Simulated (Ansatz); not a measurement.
## Electronic structure of C₂H₆O₂Sn (SMILES CC[O][Sn][OH]) in real space

```tsv
atom	x (Å)	y (Å)	z (Å)
C	-2.3915	-0.7262	-0.6712
C	-1.3638	-1.3489	0.2579
O	-0.7791	-2.4902	-0.2913
O	1.0142	-0.6013	-1.8077
Sn	0.7082	-2.5717	-1.6377
H	-1.9123	-0.3685	-1.5972
H	-2.8983	0.1288	-0.1966
H	-3.1524	-1.4711	-0.9491
H	-0.6047	-0.5827	0.5304
H	-1.8515	-1.6322	1.2095
H	0.4712	-0.0269	-1.2545
```

Geometry: PBE0-D4/def2-SVP; core potentials replace the inner electrons of Sn.

Computed with isolated molecule in a Gaussian basis; Kohn-Sham density functional theory, functional PBE0 in Ansatz 0.2.0.

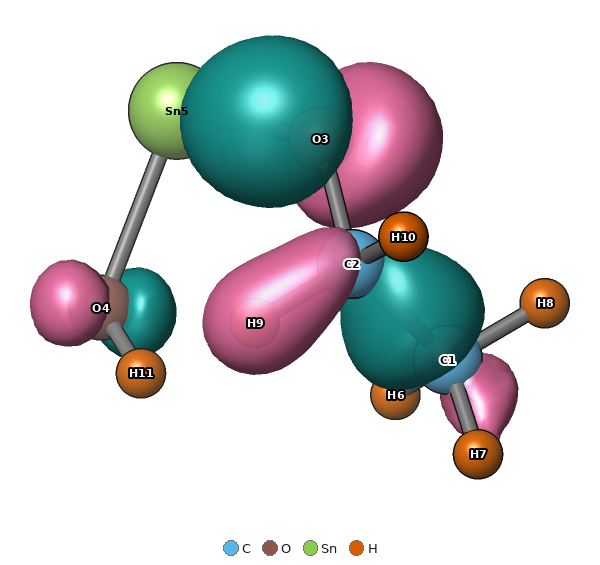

Figure 1. The HOMO−1 at ±0.15 Å⁻³ᐟ² (teal and pink are the two phases), seen at a tilt.

Describe this orbital and give its energy.

Answer. Its weight (Hirshfeld) is mainly on O3 (about 55 %), C2 (about 10 %), C1 (about 10 %) and Sn5 (about 10 %). Its energy is −7.82 eV.

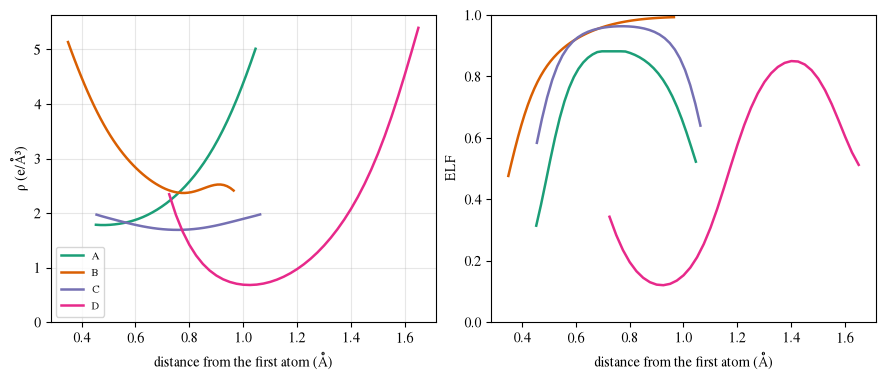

Figure 2. Electron density and ELF along straight lines between neighbouring atoms. The curves leave out the atomic cores.

Which curve belongs to which contact (C–C, C–O, O–H and Sn–O)? The first atom named is at distance zero.

Answer. Curve A: C–O (1.39 Å): the density is about 2.1 e/Å³ at the midpoint, with its minimum of 1.8 e/Å³ about 0.5 Å from C; the ELF peaks at about 0.90 between the atoms: a shared but strongly polarised pair. Curve B: O–H (0.96 Å): ρ at the midpoint is about 3.6 e/Å³; the ELF climbs to about 1 towards the hydrogen, as it does in any bond to H: an ordinary covalent bond to hydrogen. Curve C: C–C (1.52 Å): ρ is about 1.7 e/Å³ halfway; the ELF peaks at about 0.95 between the atoms, as expected for localised, covalent bonding. Curve D: Sn–O (2.00 Å): ρ is about 0.69 e/Å³ halfway; the ELF peaks at about 0.85 in the valence shell of O, 0.6 Å from its nucleus, and drops to about 0.10 between the two atoms.

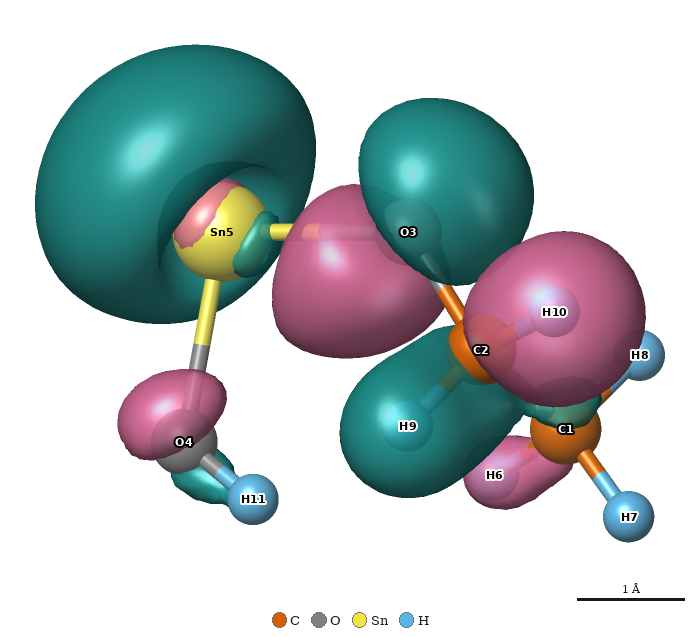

Figure 3. One frontier orbital at ±0.1 Å⁻³ᐟ² (teal and pink are the two phases), seen at a tilt.

Which orbital is it: HOMO or LUMO?

Answer. The HOMO, at −7.65 eV. Its weight (Hirshfeld) is mainly on O3 (about 35 %), Sn5 (about 35 %), C2 (about 10 %) and H10 (about 5 %).
